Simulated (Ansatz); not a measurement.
## Run report: C$_{2}$H$_{7}$InSi, geometry relaxation (part 2 of 2)

The same run, continued: C$_{2}$H$_{7}$InSi; RKS PBE-D4/def2-SVP (Ansatz 0.2.0). The geometry: force-field start.

Geometry of the input (Å):
```
C  -0.7412  1.2708  0.1670
Si -0.1133  -0.2956  -0.5057
C  1.4293  -0.7234  0.3914
In -0.2665  -2.4025  -0.8791
H  -1.7223  1.5634  -0.4027
H  -1.0056  1.2245  1.2368
H  -0.0164  2.1246  0.0084
H  0.2178  -0.1323  -1.9459
H  1.2248  -0.9636  1.4996
H  2.1543  0.1448  0.4082
H  -1.0955  -1.8677  0.0428
```

## Trajectory as extended XYZ, continued
```
11
Properties=species:S:1:pos:R:3:forces:R:3 step=5 energy=-15227.97073
C    -0.8996    1.4126    0.1752    0.3161   0.1182   0.2361
Si   -0.0985   -0.1831   -0.3326   -0.4493   0.2981  -0.3906
C     1.3787   -0.8132    0.4354    0.5069  -0.1002  -0.0801
In    0.2165   -2.8790   -0.9642    0.8213  -0.2485   0.1322
H    -1.8108    1.6781   -0.3763   -0.2721   0.1639  -0.0392
H    -1.0709    1.3186    1.2659   -0.2066   0.2222   0.0125
H    -0.1004    2.1694    0.0234   -0.2086   0.1916   0.0165
H     0.0439   -0.2281   -1.8691   -0.1110  -0.0528   0.1570
H     1.2498   -1.0253    1.5123    0.0894  -0.1306   0.1038
H     2.2778   -0.1668    0.2522   -0.1075  -0.7183  -0.0822
H    -1.1209   -1.3403   -0.1013   -0.3786   0.2563  -0.0659
11
Properties=species:S:1:pos:R:3:forces:R:3 step=6 energy=-15228.27213
C    -0.9075    1.4442    0.1856    0.0996   0.1053   0.0896
Si   -0.1313   -0.1706   -0.3394   -0.2738   0.1816  -0.1305
C     1.3583   -0.8591    0.4149    0.3091  -0.0930  -0.0227
In    0.3959   -2.8875   -0.8989    0.6190  -0.1545   0.1887
H    -1.8292    1.7078   -0.3668   -0.0317   0.0608   0.0567
H    -1.0981    1.3642    1.2744   -0.1417   0.1615   0.0067
H    -0.1263    2.2169    0.0318   -0.1397   0.1595   0.0117
H     0.0212   -0.2244   -1.8610   -0.0519   0.0386   0.0150
H     1.2580   -1.0585    1.5038    0.0386  -0.0753  -0.0749
H     2.2983   -0.2872    0.2061   -0.1854  -0.5247  -0.0807
H    -1.1739   -1.3028   -0.1296   -0.2421   0.1402  -0.0598
11
Properties=species:S:1:pos:R:3:forces:R:3 step=7 energy=-15228.47646
C    -0.9101    1.4730    0.1982   -0.0064   0.0733   0.0472
Si   -0.1638   -0.1587   -0.3477   -0.1273   0.0011  -0.0723
C     1.3358   -0.9055    0.3884    0.1577  -0.0304   0.0621
In    0.5723   -2.9112   -0.8165    0.3976  -0.1651   0.1434
H    -1.8378    1.7291   -0.3541    0.0475   0.0167   0.0601
H    -1.1222    1.4058    1.2842   -0.0708   0.1098   0.0045
H    -0.1492    2.2637    0.0415   -0.0742   0.1093   0.0132
H     0.0063   -0.2006   -1.8618   -0.0373   0.1040  -0.0174
H     1.2591   -1.0899    1.4847   -0.0036  -0.0377  -0.1152
H     2.3005   -0.3942    0.1600   -0.1547  -0.2956  -0.0842
H    -1.2255   -1.2685   -0.1561   -0.1286   0.1147  -0.0414
11
Properties=species:S:1:pos:R:3:forces:R:3 step=8 energy=-15228.59518
C    -0.9079    1.4945    0.2118   -0.0042   0.0155   0.0599
Si   -0.1939   -0.1531   -0.3611   -0.0080  -0.0777  -0.0665
C     1.3131   -0.9409    0.3647    0.0178   0.0109   0.0592
In    0.7365   -2.9785   -0.7333    0.2293  -0.1675   0.0847
H    -1.8374    1.7451   -0.3392    0.0195   0.0131   0.0183
H    -1.1365    1.4389    1.2954   -0.0186   0.0604   0.0021
H    -0.1640    2.3003    0.0530   -0.0209   0.0511   0.0084
H    -0.0076   -0.1511   -1.8713   -0.0371   0.1071   0.0056
H     1.2524   -1.1098    1.4641   -0.0217  -0.0066  -0.0709
H     2.2890   -0.4704    0.1173   -0.0818  -0.1053  -0.0704
H    -1.2783   -1.2321   -0.1807   -0.0743   0.0989  -0.0303
11
Properties=species:S:1:pos:R:3:forces:R:3 step=9 energy=-15228.66200
C    -0.9013    1.4962    0.2303    0.0193  -0.0181   0.0411
Si   -0.2217   -0.1595   -0.3859   -0.0905  -0.0495  -0.1563
C     1.2864   -0.9537    0.3430    0.0236  -0.1322   0.0236
In    0.8674   -3.0840   -0.6253    0.1548   0.0493   0.1160
H    -1.8291    1.7745   -0.3119    0.0326  -0.0111   0.0199
H    -1.1274    1.4415    1.3148   -0.0065   0.0282  -0.0069
H    -0.1466    2.2930    0.0736   -0.0115   0.0342   0.0128
H    -0.0212   -0.0875   -1.8918   -0.0119   0.0722   0.0472
H     1.2399   -1.0875    1.4486   -0.0256   0.0122  -0.0680
H     2.2564   -0.4832    0.0728   -0.0734  -0.0653  -0.0384
H    -1.3373   -1.2068   -0.2473   -0.0108   0.0800   0.0091
11
Properties=species:S:1:pos:R:3:forces:R:3 step=10 energy=-15228.70687
C    -0.8781    1.4887    0.2443    0.0015   0.0151   0.0002
Si   -0.2561   -0.1670   -0.4354   -0.0507  -0.0837   0.0433
C     1.2488   -0.9745    0.3157   -0.0171   0.0073  -0.0259
In    1.0203   -3.1406   -0.5095    0.0913  -0.0130   0.0485
H    -1.8148    1.7985   -0.2657    0.0390  -0.0029   0.0219
H    -1.0806    1.4141    1.3323   -0.0052  -0.0015  -0.0064
H    -0.1166    2.2805    0.0921   -0.0057   0.0138   0.0008
H    -0.0511   -0.0482   -1.9306    0.0164   0.0492  -0.0153
H     1.1831   -1.0541    1.4256   -0.0265   0.0141  -0.0373
H     2.2087   -0.4794    0.0516   -0.0404  -0.0502  -0.0247
H    -1.3982   -1.1750   -0.2996   -0.0027   0.0519  -0.0051
11
Properties=species:S:1:pos:R:3:forces:R:3 step=11 energy=-15228.73007
C    -0.8554    1.4901    0.2494    0.0024   0.0113   0.0322
Si   -0.2988   -0.1822   -0.4508   -0.0497  -0.0081  -0.0533
C     1.2069   -0.9973    0.2954   -0.0195   0.0130   0.0389
In    1.2081   -3.1808   -0.4552    0.0473  -0.0145   0.0158
H    -1.7866    1.8370   -0.2459    0.0247  -0.0109   0.0093
H    -1.0536    1.4061    1.3379   -0.0033   0.0145  -0.0057
H    -0.0747    2.2644    0.1030    0.0039  -0.0105   0.0012
H    -0.0876   -0.0358   -1.9428    0.0066   0.0144  -0.0136
H     1.1294   -1.0476    1.4065   -0.0022  -0.0077  -0.0155
H     2.1534   -0.4718    0.0391   -0.0271  -0.0169  -0.0214
H    -1.4758   -1.1390   -0.3158    0.0169   0.0153   0.0121
11
Properties=species:S:1:pos:R:3:forces:R:3 step=12 energy=-15228.73784
C    -0.8311    1.4922    0.2558   -0.0334   0.0030  -0.0423
Si   -0.3436   -0.1932   -0.4749    0.0387   0.0153   0.0592
C     1.1579   -1.0140    0.2823    0.0185  -0.0818  -0.0255
In    1.3946   -3.2085   -0.4171   -0.0075   0.1050   0.0333
H    -1.7536    1.8784   -0.2277    0.0303   0.0039   0.0164
H    -1.0271    1.4038    1.3446    0.0083  -0.0092  -0.0141
H    -0.0257    2.2424    0.1140   -0.0048  -0.0295  -0.0037
H    -0.1289   -0.0360   -1.9668   -0.0153   0.0000   0.0212
H     1.0694   -1.0470    1.3939   -0.0042  -0.0104  -0.0270
H     2.0914   -0.4599    0.0340   -0.0097   0.0021   0.0008
H    -1.5381   -1.1152   -0.3173   -0.0209   0.0015  -0.0184
11
Properties=species:S:1:pos:R:3:forces:R:3 step=13 energy=-15228.74011
C    -0.8242    1.4904    0.2505    0.0008   0.0234   0.0070
Si   -0.3580   -0.2036   -0.4662   -0.0261   0.0093   0.0254
C     1.1476   -1.0181    0.2855    0.0317  -0.0034   0.0138
In    1.4421   -3.1802   -0.4403    0.0053   0.0038  -0.0007
H    -1.7345    1.8981   -0.2358   -0.0006  -0.0032  -0.0025
H    -1.0208    1.4139    1.3399    0.0009  -0.0039  -0.0072
H     0.0003    2.2188    0.1050   -0.0030  -0.0102   0.0004
H    -0.1518   -0.0514   -1.9568    0.0059  -0.0012  -0.0326
H     1.0532   -1.0686    1.3955   -0.0035  -0.0053  -0.0131
H     2.0698   -0.4377    0.0523   -0.0146  -0.0112   0.0038
H    -1.5584   -1.1186   -0.3088    0.0032   0.0020   0.0058
11
Properties=species:S:1:pos:R:3:forces:R:3 step=14 energy=-15228.74057
C    -0.8207    1.4962    0.2469    0.0043  -0.0398  -0.0159
Si   -0.3639   -0.2054   -0.4604   -0.0074  -0.0053  -0.0141
C     1.1439   -1.0215    0.2893   -0.0388  -0.0152  -0.0296
In    1.4727   -3.1684   -0.4647    0.0017   0.0026  -0.0034
H    -1.7276    1.9047   -0.2441   -0.0066   0.0100  -0.0040
H    -1.0199    1.4226    1.3353   -0.0019   0.0076   0.0144
H     0.0097    2.2156    0.0990    0.0097   0.0194   0.0011
H    -0.1640   -0.0639   -1.9563   -0.0025  -0.0024   0.0178
H     1.0395   -1.0890    1.3963    0.0080   0.0010   0.0257
H     2.0617   -0.4321    0.0688    0.0255   0.0156   0.0069
H    -1.5658   -1.1159   -0.2892    0.0081   0.0064   0.0011
11
Properties=species:S:1:pos:R:3:forces:R:3 step=15 energy=-15228.74100
C    -0.8149    1.4993    0.2413    0.0099  -0.0308  -0.0114
Si   -0.3738   -0.2114   -0.4540    0.0005  -0.0008  -0.0112
C     1.1356   -1.0264    0.2944   -0.0247  -0.0063  -0.0173
In    1.5133   -3.1516   -0.4982   -0.0018   0.0086  -0.0002
H    -1.7165    1.9155   -0.2531   -0.0055   0.0060  -0.0034
H    -1.0156    1.4354    1.3302   -0.0017   0.0076   0.0106
H     0.0239    2.2087    0.0898    0.0016   0.0132   0.0013
H    -0.1794   -0.0805   -1.9516   -0.0050  -0.0028   0.0124
H     1.0233   -1.1108    1.3998    0.0090  -0.0020   0.0120
H     2.0479   -0.4208    0.0913    0.0104   0.0039   0.0080
H    -1.5784   -1.1144   -0.2692    0.0072   0.0035  -0.0009
11
Properties=species:S:1:pos:R:3:forces:R:3 step=16 energy=-15228.74124
C    -0.8083    1.5050    0.2323    0.0156  -0.0046  -0.0010
Si   -0.3825   -0.2172   -0.4433   -0.0108  -0.0176   0.0046
C     1.1267   -1.0326    0.3044    0.0189   0.0109   0.0065
In    1.5573   -3.1232   -0.5533   -0.0044   0.0149   0.0038
H    -1.7059    1.9251   -0.2665   -0.0025  -0.0010  -0.0016
H    -1.0082    1.4583    1.3227    0.0015   0.0011  -0.0052
H     0.0371    2.2054    0.0712   -0.0091   0.0010   0.0019
H    -0.2015   -0.1057   -1.9443    0.0038   0.0042   0.0073
H     1.0036   -1.1492    1.4068    0.0048   0.0049  -0.0257
H     2.0341   -0.4082    0.1300   -0.0177  -0.0204   0.0103
H    -1.5872   -1.1147   -0.2393   -0.0001   0.0066  -0.0010
```

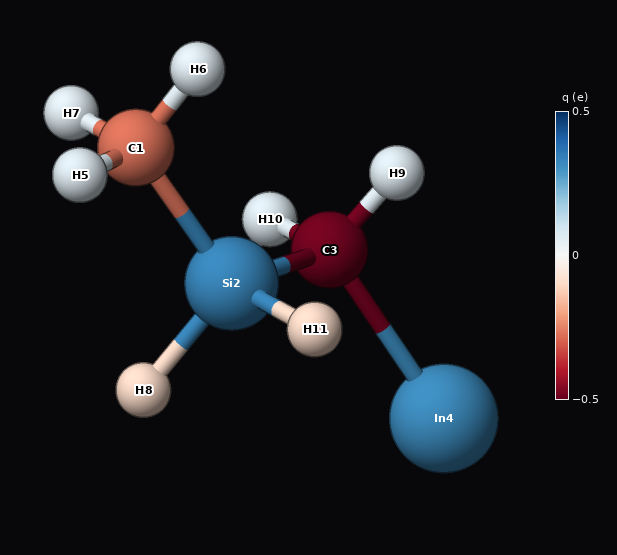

Figure 1. Mulliken charges, as the colour of each atom (ball-and-stick view, seen at a tilt; atoms are numbered from 1 in the order of the input). By element: C −0.48 to −0.27, Si +0.32, In +0.31 and H −0.09 to +0.06 e.
